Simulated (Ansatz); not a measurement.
**C$_{3}$H$_{8}$Ge (SMILES [H][Ge]([H])([H])[CH2]C=C): density, localisation and related maps**

```xyz
12

Ge   -0.0734   -0.7107   -1.6641
C    -0.0710   -0.7708    0.3174
C     0.5108    0.4743    0.8852
C    -0.1843    1.4141    1.5007
H     0.5159   -1.6371    0.6312
H    -1.0944   -0.9104    0.6692
H     1.5790    0.5944    0.7469
H    -1.2478    1.3223    1.6522
H     0.2782    2.3082    1.8828
H     1.3100   -0.5377   -2.2060
H    -0.8958    0.4294   -2.1707
H    -0.6271   -1.9760   -2.2446
```

Geometry: GFN2-xTB.

Level of theory: isolated molecule in a Gaussian basis; Hartree-Fock in Ansatz 0.2.0.

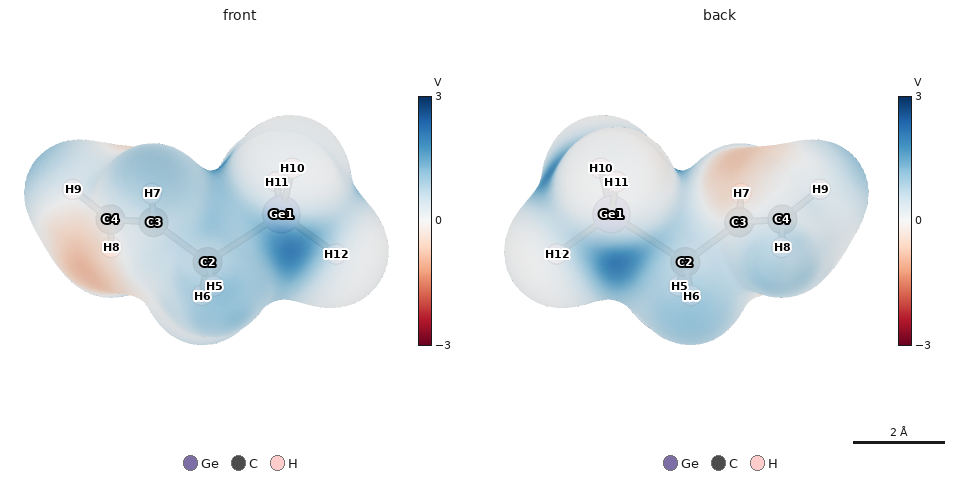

Figure 1. The electrostatic potential painted on the density surface at 0.004 e/bohr³, seen from the front and from behind; the colour scale runs from red (negative) to blue (positive).

Question: Describe the electrostatic potential map.

Answer: The most negative region (about −0.9 V) lies over the π face of C3 and C4, the most positive (about +2.0 V) over Ge1.

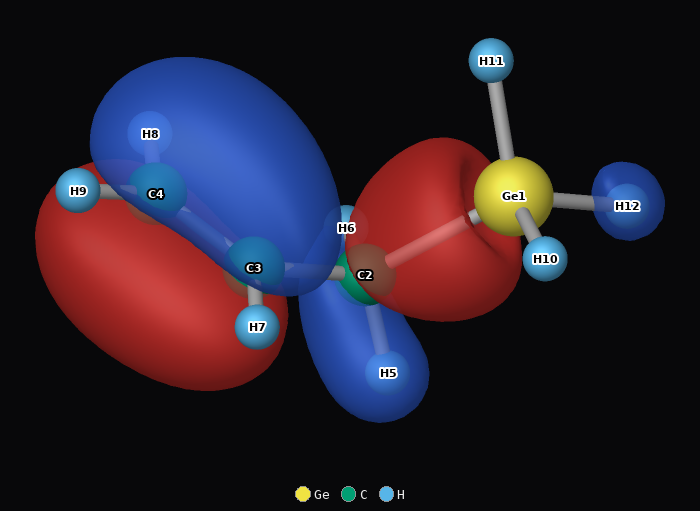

Figure 2. The HOMO at ±0.1 Å⁻³ᐟ² (red and blue are the two phases), seen from one side.

Question: What is the character of this orbital?

Answer: It lies mainly on C4 (about 40 %), C3 (about 30 %), C2 (about 10 %) and Ge1 (about 10 %); π-bonding across C4–C3. Its energy is −9.49 eV.

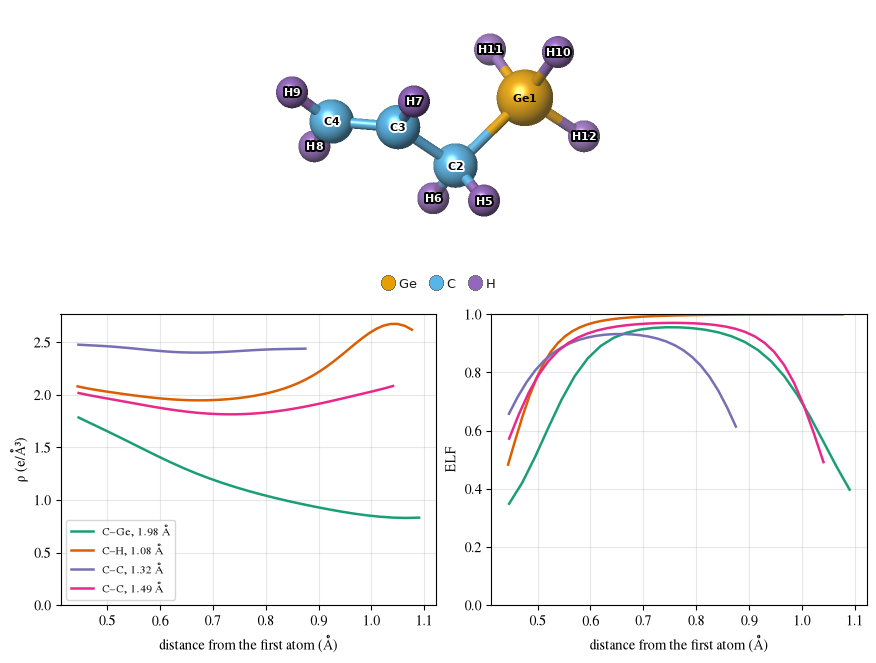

Figure 3. Total electron density and ELF along straight lines between neighbouring atoms. The curves leave out the atomic cores. The structure is drawn too.

Question: Compare the contacts.

Answer: C–Ge (1.98 Å): ρ is about 0.85 e/Å³ halfway; the ELF peaks at about 0.95 in the valence shell of C, 0.7 Å from its nucleus, and is about 0.70 at the midpoint.
C–H (1.08 Å): ρ at the midpoint is about 2 e/Å³; the ELF climbs to about 1 towards the hydrogen, as it does in any bond to H: a covalent bond by its length.
C–C (1.32 Å): ρ at the midpoint is about 2.4 e/Å³; the ELF peaks at about 0.95 between the atoms; a short, multiple covalent bond.
C–C (1.49 Å): ρ at the midpoint is about 1.8 e/Å³; the ELF peaks at about 1 between the atoms (localised, covalent bonding).

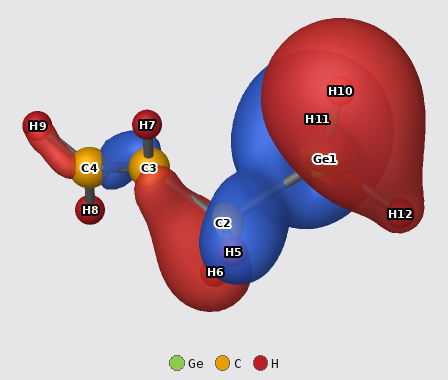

Figure 4. The HOMO−1 at ±0.08 Å⁻³ᐟ² (red and blue are the two phases), seen at a tilt.

Question: Where does this orbital lie, and at what energy?

Answer: It lies mainly on Ge1 (about 35 %), H10 (about 25 %), H11 (about 20 %) and C2 (about 5 %). Its energy is −12.61 eV.
